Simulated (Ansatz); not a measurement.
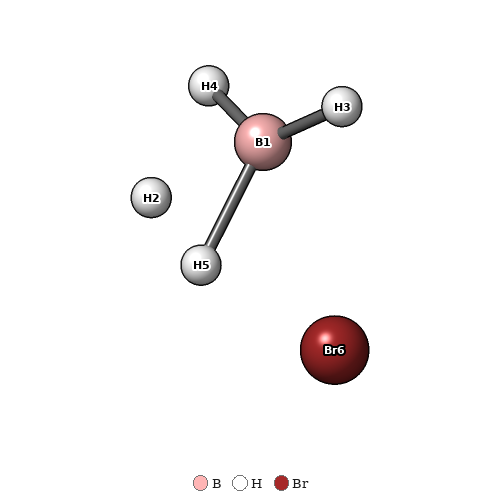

The system is the reacting system BBrH₄ (fragments BH₃ + BrH where the first distance is long, BBrH₂ + H₂ where the second is long); the picture shows the reference structure. The first coordinate is: distance B1–Br6 (bond that forms); the second: distance B1–H2 (bond that breaks). Relaxed at each point: all other coordinates. The grid has 11 × 11 points. Points are written as (first, second). Energies are in eV, from a guessed transition structure relaxed with its forming and breaking bonds held. Energies and slopes of some neighbouring points disagree (a jump in structure or state, or too coarse a mesh). The reference is spin-restricted, so regions where a bond is pulled apart into radicals lie too high. Level of theory: RKS PBE0-D4/def2-TZVP (Ansatz).

Its coordinates:

```xyz
6

B     0.3921    0.0491   -0.3316
H    -1.0806    0.1321   -0.6696
H     0.7798    1.1584   -0.4570
H     0.7423   -0.9701   -0.8165
H    -0.9044   -0.0314    0.2801
Br    0.0708   -0.3381    1.9946
```

Range: distance B1–Br6 (bond that forms) from 1.836 to 3.336 Å; distance B1–H2 (bond that breaks) from 1.035 to 2.535 Å.

Q: Predict the map.

A: The lowest grid point is at (1.920 Å, 2.535 Å), −0.85 eV from a guessed transition structure relaxed with its forming and breaking bonds held. It lies in a valley that leaves the map towards separated partners. Other grid points that lie below all their neighbours: (2.467 Å, 1.236 Å) (0.56 eV higher). The highest grid point, (3.336 Å, 2.535 Å), lies 3.63 eV above the lowest.

```
second ↓, first →  1.836  1.920  2.037  2.169  2.313  2.467  2.628  2.796  2.971  3.151  3.336
            2.535  −0.82  −0.85  −0.71  −0.39   0.04   0.53   1.03   1.52   1.98   2.40   2.78
            2.350  −0.81  −0.84  −0.70  −0.40   0.02   0.50   0.99   1.46   1.92   2.33   2.70
            2.170  −0.78  −0.82  −0.69  −0.40   0.00   0.46   0.93   1.39   1.82   2.22   2.58
            1.995  −0.74  −0.79  −0.68  −0.42  −0.04   0.39   0.84   1.28   1.70   2.22   2.28
            1.827  −0.69  −0.76  −0.68  −0.45  −0.10   0.31   0.73   1.14   1.59   1.66   1.70
            1.666  −0.63  −0.73  −0.70  −0.50  −0.18   0.20   0.59   0.97   1.04   1.08   1.12
            1.512  −0.57  −0.71  −0.71  −0.54  −0.25   0.08   0.41   0.48   0.51   0.54   0.57
            1.368  −0.49  −0.65  −0.67  −0.53  −0.28   0.00   0.06   0.01   0.05   0.08   0.12
            1.236  −0.28  −0.46  −0.50  −0.38  −0.18  −0.30  −0.27  −0.24  −0.20  −0.16  −0.13
            1.119   0.12  −0.06  −0.11  −0.02   0.06  −0.23  −0.21  −0.18  −0.14  −0.11  −0.07
            1.035   0.67   0.48   0.42   0.49   0.10   0.10   0.12   0.15   0.18   0.22   0.25
```

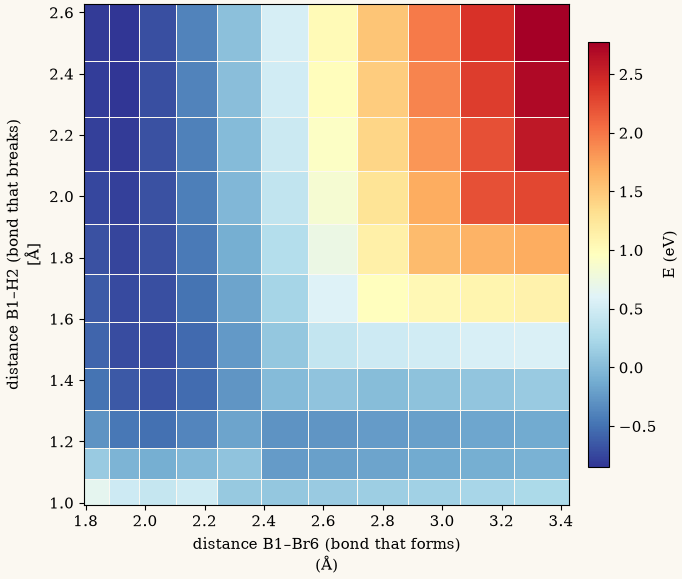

In the figure: one coloured cell a grid point.

Time for the 121 points that were run: 20 min on 1 thread of Arm Neoverse V2, with other jobs on the host.
